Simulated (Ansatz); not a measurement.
Breaking the Sn1–H2 bond in HISn (SMILES [SnH][I]) (multiplicity 1 held, fragments rigid). Energies count from the point at 1.783 Å.
Geometry at that point (charge 0, multiplicity 1):
```xyz
3

Sn     0.4523     0.9150     0.9654
H      0.7303     2.1769    -0.2634
I     -0.4405    -0.9043    -0.9058
```

Restricted levels (R-, RO-) in cc, def2 and unpolarised 6-31G sets keep to the state of the molecule at rest. U- levels take the lowest unrestricted solution at each point, which mixes spins at long bonds. Active spaces are followed from a long bond inwards. Curves can end on different states.

Correlated levels freeze the cores. Filled d and f shells under p-block atoms count as core.

Codes used: Ansatz (Gaussian basis) for Hartree–Fock, density functionals and correlated methods. Values without a source in brackets are computed. In def2 rows elements past Kr take small-core potentials, without spin–orbit coupling.

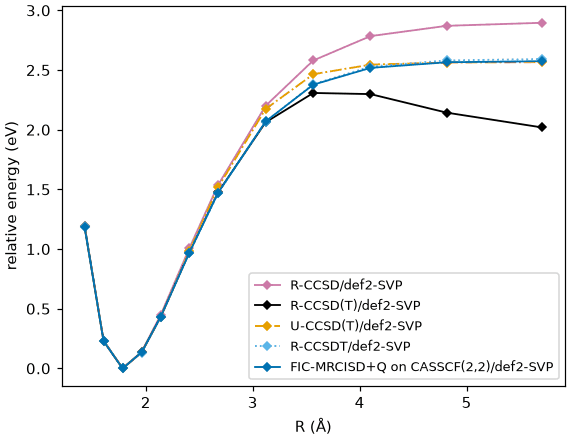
Fig. 1. Relative energy along the coordinate

Doubts at one or more of the structures used: a restricted determinant that unrestricted orbitals would lower (R-CCSD/def2-SVP, R-CCSD(T)/def2-SVP, R-CCSDT/def2-SVP); other coupled-cluster roots lie near (R-CCSD/def2-SVP, R-CCSD(T)/def2-SVP, R-CCSDT/def2-SVP); T1 above 0.05 (R-CCSD/def2-SVP, R-CCSD(T)/def2-SVP, U-CCSD(T)/def2-SVP, R-CCSDT/def2-SVP); a spin-contaminated determinant (U-CCSD(T)/def2-SVP).

Ansatz is a first-principles code.
